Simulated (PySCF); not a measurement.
```xyz
18
charge 0, multiplicity 1
C    -3.3723   -0.2889   -0.7922
O    -2.0149   -0.6059   -0.7963
Si   -0.7838    0.3919   -0.4106
P    -1.4024    1.5950    1.4103
Si    0.9134   -1.1506   -0.2981
O     2.1845   -0.2752    0.2046
Si    3.6416    0.1373    0.7791
H    -3.6399    0.2437    0.1247
H    -3.6196    0.3449   -1.6467
H    -3.9396   -1.2178   -0.8524
H    -0.6902    1.4738   -1.4239
H    -1.2739    0.5463    2.3086
H    -0.1327    2.0627    1.6893
H     1.3211   -1.7689   -1.5660
H     0.7612   -2.2437    0.6771
H     3.5257    1.5699    1.0424
H     4.6275   -0.1766   -0.2519
H     3.8855   -0.6315    1.9962
```

Work out the structure from the coordinates.

Formula CH₁₁O₂PSi₃. SMILES: `CO[Si@@H](P)[SiH2]O[SiH3]`. It has no ring. Among its groups: Si–H bond, Si–O bond. The point group is C1. Coordination, clear cases only: 1 C tetrahedral; 1 O bent; 3 Si tetrahedral; 1 P trigonal pyramidal.

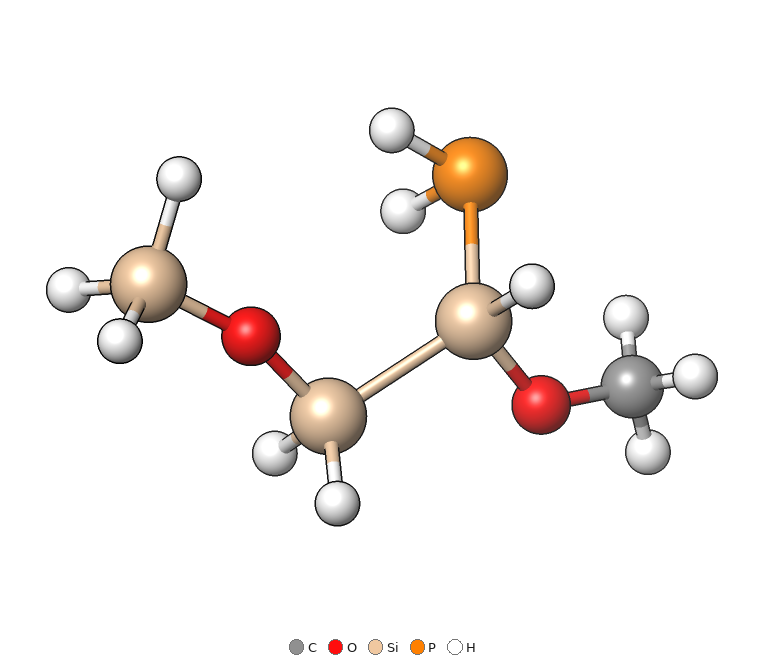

Simulated data, not a measurement (program: PySCF).
